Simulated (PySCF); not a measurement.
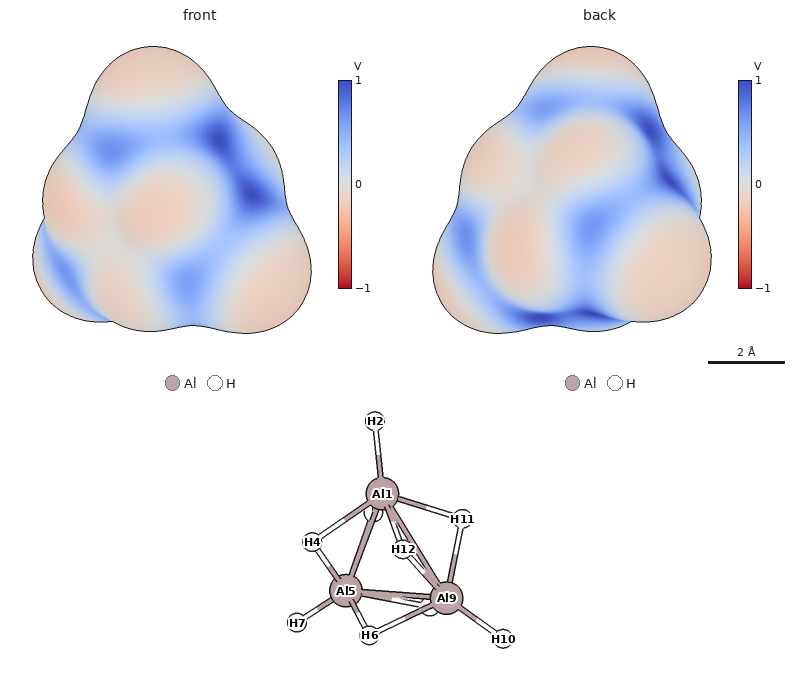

*Al3H9. The electrostatic potential painted on the density surface at 0.001 e/bohr³, seen from the front and from behind; red is negative and blue positive. The bare structure is drawn below in the same view.*

Geometry: PBE0-D3(BJ)/def2-SVP.

Theory: PBE0/pcSseg-1 Al:pcSseg-2, SCF density, gas phase, non-relativistic in PySCF 2.14.0.

```yaml
atoms:
  - { symbol: Al, position_ang: [-0.6594, 0.9514, -0.8986] }
  - { symbol: H, position_ang: [-1.4439, 1.9659, -1.8040] }
  - { symbol: H, position_ang: [-0.8300, 1.1882, 0.8775] }
  - { symbol: H, position_ang: [0.9827, 1.3916, -0.3755] }
  - { symbol: Al, position_ang: [0.7647, 0.4836, 1.1756] }
  - { symbol: H, position_ang: [1.5187, -0.7627, 0.1629] }
  - { symbol: H, position_ang: [1.5812, 1.0065, 2.4102] }
  - { symbol: H, position_ang: [-0.2781, -0.9639, 1.4414] }
  - { symbol: Al, position_ang: [-0.0755, -1.4572, -0.2629] }
  - { symbol: H, position_ang: [-0.1069, -2.9924, -0.5894] }
  - { symbol: H, position_ang: [-1.5739, -0.5297, -0.4113] }
  - { symbol: H, position_ang: [0.2359, -0.3638, -1.6749] }
```

Which sites attract a positive test charge, and which a negative one?

Answer. A positive charge is drawn to the negative regions and a negative charge to the positive ones. The most negative region (about −0.2 V) lies over the H atoms, the most positive (about +1.0 V, or +23 kcal/mol for a unit charge) over Al1, Al5 and Al9.

How polar is the molecule by this calculation?

Answer. Its dipole moment is 0.02 D.
